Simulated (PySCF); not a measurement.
## Electronic structure of C6H11ClOSi in real space

```xyz
20

C    -2.3764    1.4367    0.2577
C    -1.2419    0.9944    0.7669
C    -0.2964    0.0441    0.0645
C    -0.4890    0.1805   -1.4290
O    -0.8645   -0.6792   -2.1737
C     1.1532    0.4372    0.3902
Si    2.5056   -0.6234   -0.4417
C    -0.6161   -1.3968    0.4698
Cl   -0.3657   -1.6619    2.2068
H    -2.7184    1.1480   -0.7230
H    -3.0160    2.1062    0.8073
H    -0.9327    1.2884    1.7605
H    -0.2353    1.1934   -1.7981
H     1.2785    0.3943    1.4736
H     1.2871    1.4839    0.1064
H     2.6191   -1.9151    0.2341
H     3.7612    0.1155   -0.3128
H     2.1762   -0.8129   -1.8542
H     0.0268   -2.0968   -0.0638
H    -1.6605   -1.6257    0.2554
```

Geometry: GFN2-xTB.

These are results of PBE0/pcSseg-1, SCF density, gas phase, non-relativistic (PySCF 2.14.0), not measurements.

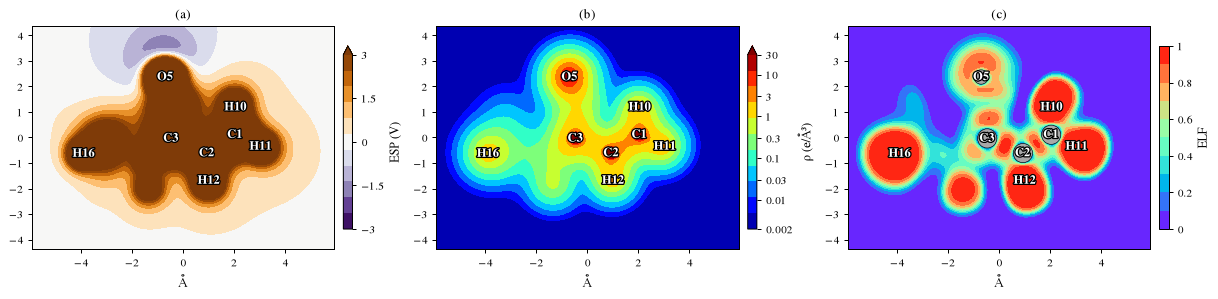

Figure 1. (a) electrostatic potential; (b) electron density; (c) ELF on the plane of atoms C1, C2 and C3. Grey discs cover the atomic cores in the ELF map.

**Read the bonding off the picture.**

Atoms in the plane: C, O and H. C–C (1.32 Å): the density is about 2.3 e/Å³ at the midpoint; the ELF peaks at about 0.90 between the atoms: a short, multiple covalent bond. C–H (1.08 Å): ρ is about 2 e/Å³ halfway; the ELF climbs to about 1 towards the hydrogen, as it does in any bond to H: a covalent bond by its length. C–C (1.51 Å): the density is about 1.7 e/Å³ at the midpoint; the ELF peaks at about 0.95 between the atoms (localised, covalent bonding). The ELF also peaks beside O5, away from the bonds: lone-pair regions. Outside the dense part of the molecule the potential is most negative (−1.6 V) near O5.

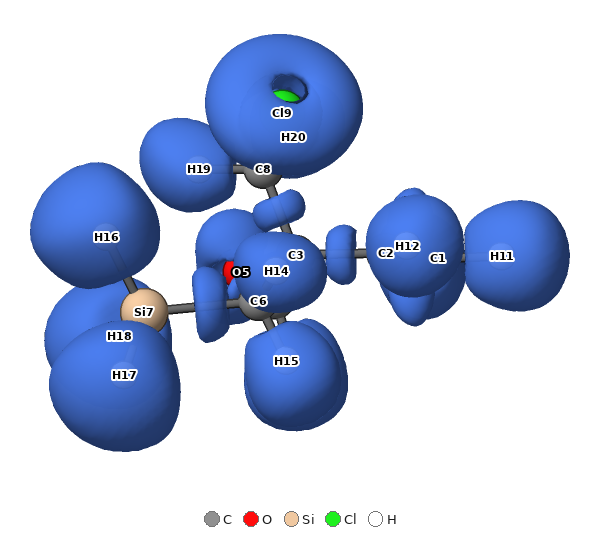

Figure 2. Isosurface of the ELF at 0.8 (blue), seen at a tilt. Only the valence region is drawn (cores and ρ < 0.01 e/Å³ removed).

**Where are the electrons localised?**

At this value the surface marks out five regions between bonded C–C atoms (shared pairs), one region between bonded C–Cl atoms (shared pairs), one region between bonded C–Si atoms (shared pairs), eleven regions around hydrogen nuclei, one region on O in which the atom's valence shell and bonds are merged and one ring or bowl of non-bonding electrons around Cl. Along the contacts the grid gives the following. C–O (1.20 Å): the ELF peaks at about 0.85 between the atoms (a multiple bond).

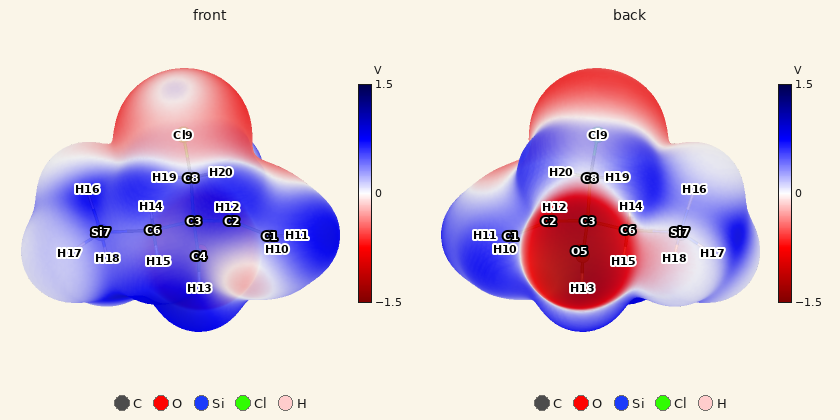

Figure 3. The molecular electrostatic potential painted on the density surface at 0.001 e/bohr³, seen from the front and from behind; the colour scale runs from red (negative) to blue (positive).

**Describe the electrostatic potential map.**

The most negative region (about −1.3 V) lies over O5, the most positive (about +0.9 V) over Si7, H13 and H15. O5 is the likeliest acceptor of a hydrogen bond.

**How polar is the molecule by this calculation?**

Its dipole moment is 2.22 D.
